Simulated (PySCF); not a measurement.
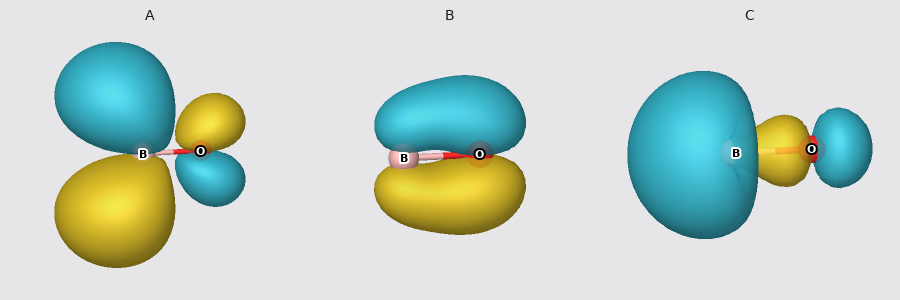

*BO (doublet). Three frontier α-spin orbitals, each drawn at the value that holds 80 % of its norm (yellow and cyan are the two phases), in no order; of a degenerate pair one member is drawn.*

All numbers below come from PBE0/def2-TZVPPD, non-relativistic Hamiltonian with scalar-relativistic core potentials where named, at a bond length of 1.203 Å in PySCF.

> Name the orbitals and rank them from lowest to highest energy.

Orbital B: π, occupied in this spin, −10.66 eV; mainly on O (70 %).
Orbital C: σ, occupied in this spin, −9.91 eV; mainly on B (85 %).
Orbital A: π, empty in this spin, −0.60 eV; mainly on B (80 %).
